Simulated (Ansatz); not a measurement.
# Lattice dynamics of InSe monolayer, part 3 of 3

Wanted: phonon frequencies of InSe monolayer and what follows from them.

Ansatz 0.2.0; DFT PBEsol, scalar-relativistic, plane waves, PAW.

So far. Step 3 (Tight relaxation): The largest force component left is 0.14 meV/Å, within the tolerances set. Step 4 (Linear response at the zone centre): Before it was imposed, the acoustic sum rule was missed by 6.1e-5 eV/Å² and the charge sum rule by 0.0053 e. Small misses are needed for a sound result but don't prove that mesh and cutoff are converged. The lowest optical mode is real, 36.3 cm⁻¹.

## 5. The dispersion

Stability and thermal properties need the whole zone. Linear response on a 3×3×1 q mesh gives force constants as far as a supercell of that size would, and the tensors from the zone-centre run are typed in so that the long-range dipole term is interpolated apart.

input.yaml reads:

```yaml
crystal:
  lattice:
    - [3.9959528346, 0.0, 0.0]
    - [-1.9979764173, 3.4605966671, 0.0]
    - [0.0, 0.0, 34.09996]
  atoms:
    - { symbol: In, position: [0.3333333333, 0.6666666667, 0.3632424786] }
    - { symbol: In, position: [0.3333333333, 0.6666666667, 0.2819195685] }
    - { symbol: Se, position: [0.6666666667, 0.3333333333, 0.4008687096] }
    - { symbol: Se, position: [0.6666666667, 0.3333333333, 0.2442933376] }
  periodic: [true, true, false]
kpoints:
  mp_grid: { grid: [9, 9, 1] }
hamiltonian:
  xc: pbesol
scf:
  occupations: { method: fixed }
output:
  eigenvalues: true
phonons:
  method: dfpt
  qmesh: [3, 3, 1]
  temperatures: { t_max: 1000, t_step: 50 }
  qpath:
    path:
      - [0.0, 0.0, 0.0]
      - [0.5, 0.0, 0.0]
      - [0.33333333, 0.33333333, 0.0]
      - [0.0, 0.0, 0.0]
    npoints: 10
  isolated: true
  non_analytic_term:
    high_frequency_dielectric_tensor: [[2.7386, 0.0, 0.0], [0.0, 2.7386, 0.0], [0.0, 0.0, 1.212]]
    born_effective_charges:
      - { species: In, tensor: [[2.3765, 0.0, 0.0], [0.0, 2.3765, 0.0], [0.0, 0.0, 0.1656]] }
      - { species: In, tensor: [[2.3765, 0.0, 0.0], [0.0, 2.3765, 0.0], [0.0, 0.0, 0.1656]] }
      - { species: Se, tensor: [[-2.3765, 0.0, 0.0], [0.0, -2.3765, 0.0], [0.0, 0.0, -0.1656]] }
      - { species: Se, tensor: [[-2.3765, 0.0, 0.0], [0.0, -2.3765, 0.0], [0.0, 0.0, -0.1656]] }
    source: "zone-centre run at this cell"
```

Command:

```
> ansatz run input.yaml --threads 8 --pin off --max-ram 14336MiB --backend cpu --events-out ev --progress --plain --runs-dir out
```

Numbers of over 12 decimals in the logs are rounded to 6 here.

The program printed:

```text
Warning: phonons: the dynamical matrix that this run interpolates holds no multipole term above the dipole-dipole one, and a site of this crystal is no centre of inversion, so its interpolated transverse optical and acoustic branches and sound speeds can stay off near Gamma, and the density of states and the thermodynamics with them. What a run solves at a wave vector of phonons.qpoints, Gamma apart, where the deck admits one, is free of this, and under fd what a larger phonons.supercell samples
[...]
Crystal: 4 atoms, lattice volume = 471.547 Å³
Basis set: ecut = 420 eV, 9281 PW (Γ), exchange–correlation on 54×54×480 points (8 copies of the dense FFT grid, shifted against one another)
Bands: 35, of which v1, the nominal top of the filled ones, is band 29 counted from 1 (28 counted from 0)
Symmetry: 12 space group operations
k-points: 12 of 81 (irreducible under 6 space group operations, time reversal used)
[...]
SCF iter   1: F=—  HF=-21901.128418 eV  |F-HF|=—  |Δ(HF+E_count)|=         —  Δρ=2.31e-3  dr2=6.13e-2  ethr=1.77e-3  ⟨swp⟩=6.8  Hψ=1724  notcnv=0  defer=48
[...]
SCF iter  11: F=-21901.115433 eV  HF=-21901.115433 eV  |F-HF|=1.46e-10  |Δ(HF+E_count)|=  1.46e-11  Δρ=1.96e-8  dr2=2.97e-12  ethr=1.00e-12  ⟨swp⟩=25.2  Hψ=3676  notcnv=0
SCF 1 converged in 11 iterations: F = -21901.115433 eV  dr2 = 2.97e-12
[...]
DFPT response loops at q = (0, 0, 0) (fractional): preconditioner auto → none (the input reference at scf.mixing.eps_inf says where Resta's filter doesn't serve); β = 0.50; Broyden in place of MSR1
[...]
SCF converged after 11 iterations
Free energy (F): -21901.115433 eV
[...]
Internal energy: -21901.115433 eV  (E = F + TS)
E sigma→0 (E₀):  -21901.115433 eV
Fermi energy:    -6.008169 eV
[...]
--- Band table (eV; the first three rows and the last of 12) ---
  k-point 0: bands = [... 25 lower, -6.4579, -6.3799, -6.3799, -6.0818, -4.3586, -3.1966, -0.9076 (-0.9076°), -0.9076 (-0.9076°), ... 2 higher]
  k-point 1: bands = [... 25 lower, -7.0312, -6.6142, -6.5179, -6.0170, -3.7619, -2.5813, -1.5373 (-1.5373°), -0.7845 (-0.7845°), ... 2 higher]
  k-point 2: bands = [... 25 lower, -7.7166, -6.9673, -6.8332, -6.0404, -3.1981, -2.9193, -1.2231 (-1.2231°), -1.0228 (-1.0228°), ... 2 higher]
  k-point 11: bands = [... 25 lower, -8.8530, -7.7855, -7.3020, -7.1061, -3.4917, -2.8019, -1.9593, -0.9782, ... 2 higher]
  ° read free of the cell's end (the report's vacuum.weakly_bound_levels)
--- Phonons (Γ-DFPT): 8 representative perturbations + reference (Σ response iterations 28) ---
  ASR residual: 3.868e-5 → 0.000e0 eV/Å²; symmetrization residual: 2.508e-5 eV/Å²
[...]
ASR residual per site (eV/Å²): 3.87e-5 3.35e-5 3.79e-5 4.53e-6
[...]
--- Phonons (arbitrary-q DFPT): 3 irreducible q on the 3×3×1 mesh ---
  q = [0.0000, 0.0000, 0.0000] (star 1, of the zone-centre solve; hermiticity 4.30e-6, symmetrization 8.18e-12, taken by the last average 1.83e-6): -0.00 -0.00 -0.00 36.29 36.29 105.90 169.51 169.51 173.48 173.48 198.93 226.42
  q = [0.0000, 0.3333, 0.0000] (star 6, 12 solved perturbations on 45 of 81 k-point pairs; hermiticity 3.78e-6, symmetrization 6.11e-10, taken by the last average 2.09e-6): 38.65 42.26 58.01 59.04 85.54 115.98 171.02 172.68 175.08 194.84 195.10 222.98
  q = [0.3333, 0.3333, 0.0000] (star 2, 8 solved perturbations in 256 linear systems a pass and spin channel, the states on 45 of 81 k-point pairs; hermiticity 1.41e-5, symmetrization 1.32e-6, taken by the last average 2.69e-6): 44.32 45.47 74.79 86.69 87.39 120.96 175.62 180.63 184.04 184.94 188.57 220.05
  sum rule: each row above includes the acoustic sum rule's correction from the zone centre's row sums; it moved no ω² by more than (0.36 cm⁻¹)²
  mesh force constants: q→R imaginary residual 0.00e0; ASR residual 3.868e-5 → 0.000e0 eV/Å²; symmetrization residual 7.105e-15 eV/Å²
  interpolated dispersion: 31 rows × 12 modes
  density of states and harmonic sums: on the 18×18×1 q-mesh, interpolated from the force constants of a 3×3×1 supercell (with the dipole–dipole term of supplied tensors)
  largest difference from the sums on the solved wave vectors: F 9.05e-2 eV, S 1.15e-4 and C_V 2.47e-5 eV/K
  zero-point energy: 0.094700 eV/cell   skipped modes (ω ≤ 0): 5, of them read as no rigid motion or as one in doubt: 2 (3.704e-2 modes/cell left out, lowest -6.11 cm⁻¹)   left out of the sums: 3.86e-3 of the cell's modes: C_V's classical limit lies that fraction below 3 k_B per atom; for a crystal, a wire or a layer, F and S can be off by more, and a phonons.interpolated_qmesh denser along its periods is the remedy for the sampling
```

Wall time 3.9 min (8 threads of Arm Neoverse V2, shared host); peak memory 2.8 GiB.

This step gave:

```yaml
sum_rule_residual_before_enforcement: 3.87e-5 eV/Å²
lowest_frequency_on_the_path: -6.178 cm⁻¹
highest_frequency_on_the_path_or_at_a_solved_wavevector: 226.4 cm⁻¹
lowest_mode_on_the_q_mesh_acoustic_modes_at_gamma_apart: 36.29 cm⁻¹
```

Frequencies (cm⁻¹) solved at each irreducible wavevector; negative means imaginary. Frequencies by wavevector, by row:

```
q in reciprocal lattice units  star  mode 1  mode 2  mode 3  mode 4  mode 10  mode 11  mode 12
                        0 0 0     1       0       0       0    36.3    173.5    198.9    226.4
                   0 0.3333 0     6    38.6    42.3      58      59    194.8    195.1      223
              0.3333 0.3333 0     2    44.3    45.5    74.8    86.7    184.9    188.6    220.1
```

Interpolated from a 3×3×1 q mesh, with the LO-TO term (at Γ the limit along the path; where Γ stands inside the path, tables give the limit on arrival). The phonon branches at the labelled points (cm⁻¹):

```
point  branch 1  branch 2  branch 3  branch 4  branch 9  branch 10  branch 11  branch 12
    Γ         0         0         0        36       174        174        199        226
    M        46        52        54        61       184        189        189        224
    K        44        46        75        87       184        185        189        220
    Γ         0         0         0        36       174        174        199        226
```

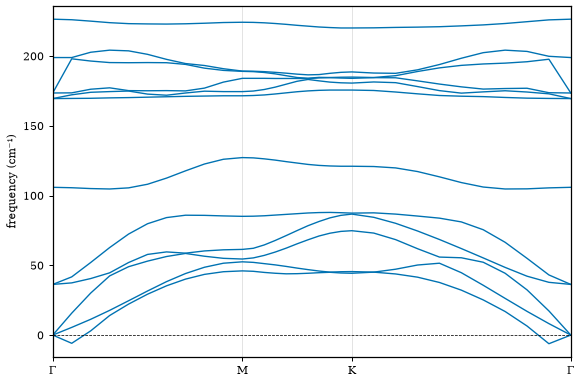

Phonon branches along the path.

The phonon density of states has structure finer than the step of the table below, so its rows give means over 10 cm⁻¹, whole bins alone (the curve runs from -7 to 227 cm⁻¹). Peaks (cm⁻¹: height): 45.0: 0.166, 57.0: 0.165, 85.0: 0.176, 121.0: 0.0894, 175.0: 0.347, 195.0: 0.184, 223.0: 0.271.

Tetrahedra on a 18×18×1 mesh, mean over bins of 2 cm-1. Interpolated from a 3×3×1 q mesh. The phonon density of states by wavenumber; means over each step:

```
wavenumber (cm⁻¹)  phonon density of states (1/cm⁻¹/cell)
                0                                 0.00459
               10                                 0.00905
               20                                  0.0184
               30                                  0.0299
               40                                  0.0882
               50                                   0.101
               60                                  0.0993
               70                                  0.0489
               80                                  0.0527
               90                                  0.0468
              100                                 0.00842
              110                                  0.0347
              120                                  0.0504
              130                                 0.00653
              140                                       0
              150                                       0
              160                                       0
              170                                   0.148
              180                                   0.154
              190                                   0.139
              200                                  0.0576
              210                                 0.00193
              220                                  0.0949
```

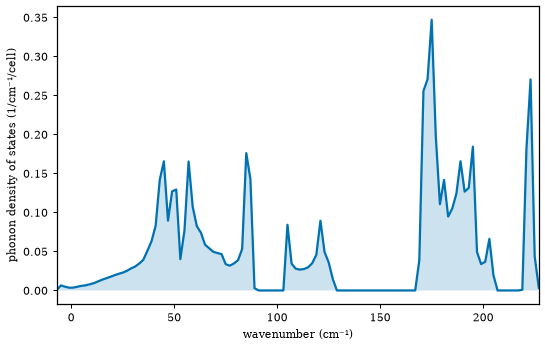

Phonon density of states, plotted against wavenumber.

The partial phonon density of states has structure finer than the step of the table below, so its rows give means over 20 cm⁻¹, whole bins alone (the curve runs from -21.2 to 243 cm⁻¹). Peaks (cm⁻¹: height): In 45.3: 0.102, 61.9: 0.0663, 85.2: 0.0640, 121.8: 0.0205, 173.4: 0.0964, 191.7: 0.0894, 221.6: 0.0982; Se 48.6: 0.0498, 85.2: 0.0564, 121.8: 0.0311, 173.4: 0.190, 191.7: 0.118, 221.6: 0.0537.

Phonopy on the run's constants, 17x17x1 mesh, Gaussian sigma 2.0 cm-1. Interpolated from a 3×3×1 q mesh. Table of partial phonon density of states by wavenumber; means over each step; values in 1/cm⁻¹/cell:

```
wavenumber (cm⁻¹)       In       Se
                0  0.00305  0.00209
               20   0.0112  0.00707
               40   0.0565   0.0286
               60   0.0484   0.0304
               80   0.0351   0.0241
              100  0.00582   0.0123
              120   0.0125   0.0192
              140   8.5e-4  0.00104
              160  0.00483  0.00925
              180   0.0617    0.111
              200   0.0269   0.0360
              220   0.0319   0.0180
```

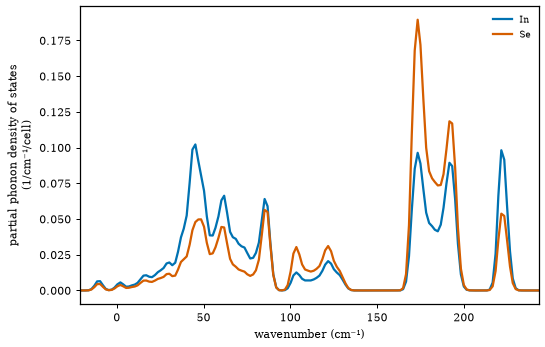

Partial phonon density of states, plotted against wavenumber.

Symmetry leaves 3 wavevectors to solve. The lowest mode among them, the acoustic zeros apart, lies at Γ and is real, 36.3 cm⁻¹. Between them the interpolated path dips to 6i cm⁻¹.

## 6. Isotope substitution, element In, natural mass 114.818 amu

An isotope changes the mass and not the force constants, so no new electronic calculation is needed; the shifts show which modes move this element.

The same force constants with the mass of In changed from 114.818 to 112.904 u (phonopy, no LO-TO term). Both lists are sorted by frequency; levels can cross, so a row need not hold one and the same mode. Modes under 3 cm⁻¹ are left out. Isotope shifts, by row:

```
              q  rank  natural mass (cm⁻¹)  changed mass (cm⁻¹)
          0 0 0     4                36.29                36.48
          0 0 0     5                36.29                36.48
          0 0 0     6                105.9                106.2
          0 0 0     7                169.5                170.1
          0 0 0     8                169.5                170.1
          0 0 0     9                173.5                174.1
          0 0 0    10                173.5                174.1
          0 0 0    11                198.9                199.6
          0 0 0    12                226.4                227.8
     0 0.3333 0     1                38.65                38.88
     0 0.3333 0     2                42.26                42.49
     0 0.3333 0     3                58.01                58.33
     0 0.3333 0     4                59.04                 59.3
     0 0.3333 0     5                85.54                85.95
     0 0.3333 0     6                  116                116.3
     0 0.3333 0     7                  171                171.5
     0 0.3333 0     8                172.7                173.1
     0 0.3333 0     9                175.1                175.6
     0 0.3333 0    10                194.8                195.5
     0 0.3333 0    11                195.1                195.9
     0 0.3333 0    12                  223                224.2
0.3333 0.3333 0     1                44.32                44.51
0.3333 0.3333 0     2                45.47                45.77
0.3333 0.3333 0     3                74.79                75.25
0.3333 0.3333 0     4                86.69                87.25
0.3333 0.3333 0     5                87.39                87.76
0.3333 0.3333 0     6                  121                121.3
0.3333 0.3333 0     7                175.6                175.9
0.3333 0.3333 0     8                180.6                181.4
0.3333 0.3333 0     9                  184                184.8
0.3333 0.3333 0    10                184.9                185.3
0.3333 0.3333 0    11                188.6                  189
0.3333 0.3333 0    12                220.1                221.2
```

A mode of this element alone would shift by +0.84 %. The highest zone-centre frequency without the field goes from 226.4 to 227.8 cm⁻¹ (+0.6 %). The product of the frequency ratios over all optical modes at Γ is 1.036; the product rule, (m/m′)^(3k/2) (M′/M)^(3/2) with k = 2 such atoms and M the mass of the cell, gives 1.036.

## 7. Isotope substitution, element Se, natural mass 78.971 amu

The same for Se, from 78.97 to 81.92 u.

The same force constants with the mass of Se changed from 78.971 to 81.917 u (phonopy, no LO-TO term). Both lists are sorted by frequency; levels can cross, so a row need not hold one and the same mode. Modes under 3 cm⁻¹ are left out. Isotope shifts, by row:

```
              q  rank  natural mass (cm⁻¹)  changed mass (cm⁻¹)
          0 0 0     4                36.29                36.03
          0 0 0     5                36.29                36.03
          0 0 0     6                105.9                104.5
          0 0 0     7                169.5                167.6
          0 0 0     8                169.5                167.6
          0 0 0     9                173.5                171.6
          0 0 0    10                173.5                171.6
          0 0 0    11                198.9                196.8
          0 0 0    12                226.4                225.2
     0 0.3333 0     1                38.65                38.44
     0 0.3333 0     2                42.26                41.98
     0 0.3333 0     3                58.01                57.65
     0 0.3333 0     4                59.04                58.52
     0 0.3333 0     5                85.54                84.87
     0 0.3333 0     6                  116                114.6
     0 0.3333 0     7                  171                168.9
     0 0.3333 0     8                172.7                170.5
     0 0.3333 0     9                175.1                173.1
     0 0.3333 0    10                194.8                192.8
     0 0.3333 0    11                195.1                193.3
     0 0.3333 0    12                  223                221.5
0.3333 0.3333 0     1                44.32                43.92
0.3333 0.3333 0     2                45.47                45.29
0.3333 0.3333 0     3                74.79                74.41
0.3333 0.3333 0     4                86.69                86.31
0.3333 0.3333 0     5                87.39                86.58
0.3333 0.3333 0     6                  121                119.5
0.3333 0.3333 0     7                175.6                173.1
0.3333 0.3333 0     8                180.6                  179
0.3333 0.3333 0     9                  184                182.4
0.3333 0.3333 0    10                184.9                182.4
0.3333 0.3333 0    11                188.6                186.1
0.3333 0.3333 0    12                220.1                218.6
```

A mode of this element alone would shift by -1.81 %. The highest zone-centre frequency without the field goes from 226.4 to 225.2 cm⁻¹ (-0.5 %). The product of the frequency ratios over all optical modes at Γ is 0.916; the product rule, (m/m′)^(3k/2) (M′/M)^(3/2) with k = 2 such atoms and M the mass of the cell, gives 0.916.

## 8. Results

```
space group after relaxation (within 0.01 Å)            : P-6m2
area per atom                                           : 3.46 Å²
gap on the k-mesh                                       : 1.65 eV
highest optical mode at the zone centre (no LO-TO term) : 226 cm⁻¹
lowest optical zone-centre mode                         : 36.3 cm⁻¹
largest Born charge (third of the trace)                : 1.64 e
lowest mode on the q mesh (acoustic modes at Γ apart)   : 36.3 cm⁻¹
highest frequency on the path or at a solved wavevector : 226 cm⁻¹
imaginary modes on the 3×3×1 q mesh                     : none
```

No mode is imaginary at the 3 irreducible wavevectors solved, but between them the interpolated path dips to 6.2i cm⁻¹, so stability is not settled. Without the field, the optical modes at Γ span 36 to 226 cm⁻¹. The highest mode in this list at Γ, 226.4 cm⁻¹, has its largest share on In (70 % of the kinetic energy). The strongest infrared line is at 174 cm⁻¹. Averaged over orientations, the strongest Raman line at 532 nm and 300 K is at 106 cm⁻¹. The tensors are the static, non-resonant ones, while 532 nm light (2.33 eV) lies above the computed gap. In a sheet or slab the interpolated bending branch near Γ is rough, since the rotational sum rule isn't imposed. Dielectric tensors refer to the cell with its vacuum. The starting cell was built on a prototype and not taken from a measurement. These are harmonic frequencies at zero temperature: anharmonic shifts, linewidths and thermal expansion are left out.

[Logs are printed without paths, hosts, clocks, repeated set-up lines and the standing remarks that a program may print on its own settings, such as how far it seeks lower states.]

[Hosts, paths, dates, database ids (printed as entryN), source tags and the programs' standing remarks are cut or masked in the printed files.]
